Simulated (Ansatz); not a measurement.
**[SnH3]− (SMILES [H][Sn-]([H])[H]) at 6 levels**

Wanted: a comparison of 6 runs (UHF/STO-3G, HSE06/STO-3G, UB3LYP/STO-3G, r2SCAN/STO-3G, wB97X/STO-3G, FCI/STO-3G) of [SnH3]−. 

The results are computed with Ansatz 0.2.0.

1 further run of the same task is left out (set aside as unsound or not needed).

## 1. The molecule

[SnH3]−: 4 atoms, total charge -1, spin state singlet. SMILES: `[H][Sn-]([H])[H]`. The H4–Sn1 distance was set to 2.923 Å, away from the relaxed value. At this shape a bond of the SMILES string is far longer than usual.

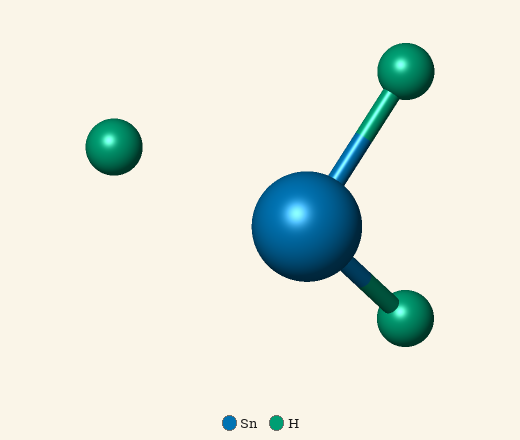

The structure, seen from a chosen angle (tin blue, hydrogen teal).

## 2. A single-point energy at UHF/STO-3G (run 1)

in.yaml reads:

```yaml
crystal:
  periodic: [false, false, false]
  atoms:
    - {symbol: Sn, position_ang: [0.412690, 0.710897, 1.317297]}
    - {symbol: H, position_ang: [2.056860, 0.671567, 0.273977]}
    - {symbol: H, position_ang: [-0.367790, 2.137677, 0.245217]}
    - {symbol: H, position_ang: [-0.844540, -1.404640, -0.259610]}
basis:
  gaussian:
    orbitals: STO-3G
total_charge: -1
accuracy: high
hamiltonian:
  xc: hf
magnetization:
  spin_polarized: true
```

Launch:

```sh
ansatz run in.yaml --threads 1 --pin off --max-ram 2610MiB --events-out events.jsonl --progress --plain --runs-dir runs
```

Log:

```text
Warning: RAYON_NUM_THREADS=1 ignored (pool sized by the plan → 1); use --threads N
Functional definition: HF
  name "HF"
  exchange = exact_x
  correlation = 0
516 factors; integrals over basis functions are off by at most 4.1e-9 eV
mean field evaluation 1: about -162304.4479 eV, gradient 7.3e0 eV
mean field evaluation 2: about -162304.4611 eV, gradient 7.2e0 eV
mean field evaluation 4: about -162306.0938 eV, gradient 6.1e-1 eV
mean field evaluation 8: about -162306.1033 eV, gradient 1.8e-5 eV
mean field evaluation 16: about -162306.1033 eV, gradient 7.2e-5 eV
mean field evaluation 32: about -162307.1239 eV, gradient 7.9e-9 eV
mean field -162307.12385763 eV, -5964.6767860478 hartree, gradient 2.1e-8 eV, S^2 0.786799; 2 other end points of the search recorded, 0 dependent functions left out
reference -162307.12385763 eV, -5964.6767860478 hartree; 27, 27 occupied and 3, 3 virtual orbitals, 516 factors
Total energy: -162307.12385763 eV, -5964.6767860478 hartree
```

Wall time 0.42 s (1 thread of AMD EPYC 9R45 (Zen 5), shared host).

## 3. The energy at HSE06/STO-3G (run 2)

input.yaml reads:

```yaml
basis:
  gaussian:
    orbitals: STO-3G
crystal:
  periodic: [false, false, false]
  atoms:
    - symbol: Sn
      position_ang: [0.412690, 0.710897, 1.317297]
    - symbol: H
      position_ang: [2.056860, 0.671567, 0.273977]
    - symbol: H
      position_ang: [-0.367790, 2.137677, 0.245217]
    - symbol: H
      position_ang: [-0.844540, -1.404640, -0.259610]
total_charge: -1
hamiltonian:
  xc: {name: HSE06}
accuracy: high
```

Launch:

```sh
ansatz run input.yaml --threads 1 --pin off --max-ram 2610MiB --events-out events.jsonl --progress --plain --runs-dir runs
```

Log:

```text
Warning: RAYON_NUM_THREADS=1 ignored (pool sized by the plan → 1); use --threads N
Functional definition: HSE06
  name "HSE06"
  parameter a = 0.25
  parameter omega = 0.11/bohr
  exchange = pbe_x - a*pbe_x_sr(omega) + a*exact_x_sr(omega)
  correlation = pbe_c
516 factors; integrals over basis functions are off by at most 4.1e-9 eV
50 factors; integrals over basis functions are off by at most 7.1e-10 eV
mean field evaluation 1: about -162354.7714 eV, gradient 1.4e1 eV
mean field evaluation 2: about -162342.5869 eV, gradient 2.7e1 eV
mean field evaluation 4: about -162357.3911 eV, gradient 5.1e0 eV
mean field evaluation 8: about -162357.5866 eV, gradient 1.5e0 eV
mean field evaluation 16: about -162357.5500 eV, gradient 1.8e-5 eV
mean field -162357.55002291 eV, -5966.5299134420 hartree, gradient 4.2e-9 eV, S^2 0.000000; 0 other end points of the search recorded, 0 dependent functions left out
reference -162357.55002477 eV, -5966.5299135102 hartree; 27, 27 occupied and 3, 3 virtual orbitals, 516 factors
Total energy: -162357.55002477 eV, -5966.5299135102 hartree
```

It took 0.74 s on 1 thread of AMD EPYC 9R45 (Zen 5), shared host; peak memory 0.12 GiB.

Runs 3 to 4 aren't shown in full; the table further down has their settings and results.

## 4. The energy at wB97X/STO-3G (run 5)

run.yaml reads:

```yaml
crystal:
  periodic: [false, false, false]
  atoms:
    - symbol: Sn
      position_ang: [0.412690, 0.710897, 1.317297]
    - symbol: H
      position_ang: [2.056860, 0.671567, 0.273977]
    - symbol: H
      position_ang: [-0.367790, 2.137677, 0.245217]
    - symbol: H
      position_ang: [-0.844540, -1.404640, -0.259610]
basis:
  gaussian:
    orbitals: STO-3G
total_charge: -1
hamiltonian:
  xc: {name: wB97X}
accuracy: high
```

Launch:

```sh
ansatz run run.yaml --threads 1 --pin off --max-ram 2610MiB --events-out events.jsonl --progress --plain --runs-dir runs
```

Log, cut to the lines that bear on the results:

```text
Warning: RAYON_NUM_THREADS=1 ignored (pool sized by the plan → 1); use --threads N
Functional definition: wB97X
  name "wB97X"
[...]
      + exact_x_lr(omega)
[...]
      + integral(e_c_pw_opposite_spin*poly(b97_u_opposite, 1, cos1, cos2, cos3, cos4))
516 factors; integrals over basis functions are off by at most 4.1e-9 eV
114 factors; integrals over basis functions are off by at most 7.2e-10 eV
[...]
mean field -162368.55480181 eV, -5966.9343316072 hartree, gradient 9.2e-9 eV, S^2 0.000000; 0 other end points of the search recorded, 0 dependent functions left out
reference -162368.55480002 eV, -5966.9343315415 hartree; 27, 27 occupied and 3, 3 virtual orbitals, 516 factors
Total energy: -162368.55480002 eV, -5966.9343315415 hartree
```

Run time: 2.3 s. Hardware: 1 thread of AMD EPYC 9R45 (Zen 5), shared host; peak memory 0.24 GiB.

## 5. A single-point energy at FCI/STO-3G (run 6)

Edit input.yaml of step 3 so:

```diff
@@ -1,4 +1 @@
-basis:
-  gaussian:
-    orbitals: STO-3G
 crystal:
@@ -14,5 +11,9 @@
       position_ang: [-0.844540, -1.404640, -0.259610]
+basis:
+  gaussian:
+    orbitals: STO-3G
 total_charge: -1
-hamiltonian:
-  xc: {name: HSE06}
+correlation:
+  method: fci
+  frozen_orbitals: {H: 0, Sn: 18}
 accuracy: high
```

Launch:

```sh
ansatz run input.yaml --threads 1 --pin off --max-ram 2610MiB --events-out events.jsonl --progress --plain --runs-dir runs
```

Log, cut to the lines that bear on the results:

```text
Warning: RAYON_NUM_THREADS=1 ignored (pool sized by the plan → 1); use --threads N
[... 2 set-up lines as earlier in the session ...]
[...]
516 factors; integrals over basis functions are off by at most 4.1e-9 eV
[...]
mean field -162306.10331239 eV, -5964.6392817020 hartree, gradient 1.7e-8 eV, S^2 0.000000; 1 other end points of the search recorded, 0 dependent functions left out; unrestricted orbitals would lower it
unrestricted determinant -162307.12385762 eV, -5964.6767860478 hartree, S^2 0.7868
18 core orbitals not correlated: weight in the atoms' cores, before any rotation towards them, 1.000 or more for the frozen orbitals, at most 0.000 for the correlated occupied ones
reference -162306.10331239 eV, -5964.6392817020 hartree; 9, 9 occupied and 3, 3 virtual orbitals, 516 factors
state -162308.94801829 eV, -5964.7438227157 hartree
Total energy: -162308.94801829 eV, -5964.7438227157 hartree
```

Wall time 0.53 s (1 thread of AMD EPYC 9R45 (Zen 5), shared host).

## 6. Overview of the runs

| run | level | frozen core orbitals | energy (Eh) | wall time |
| --- | --- | --- | --- | --- |
| 1 | UHF/STO-3G | – | -5964.676786 | 0.42 s |
| 2 | HSE06/STO-3G | – | -5966.529914 | 0.74 s |
| 3 | UB3LYP/STO-3G | – | -5966.808754 | 1.8 s |
| 4 | r2SCAN/STO-3G | – | -5966.984141 | 1.7 s |
| 5 | wB97X/STO-3G | – | -5966.934332 | 2.3 s |
| 6 | FCI/STO-3G | 18 | -5964.743823 | 0.53 s |

## 7. Results

| quantity | value |
| --- | --- |
| run 6: total energy | -5964.74382 Eh |
| run 6: correlation energy (18 core orbitals frozen) | -104.5 mEh |

Against full CI in this basis: UHF +67.0 mEh. Totals of different functionals can't be ranked against each other. In runs 1, 2, 3, 4, 5, 6 the basis is minimal, so the values are rough. In runs 1, 2, 3, 4, 5, 6 relativity is left out where basis or elements ask for it. Spin contamination of the reference: run 1 ⟨S²⟩ = 0.79, run 3 ⟨S²⟩ = 0.26. Where it is this large, the reference is a mixture of spin states, and values that rest on it are in doubt. All runs together took 7.4 s, the longest 2.3 s.
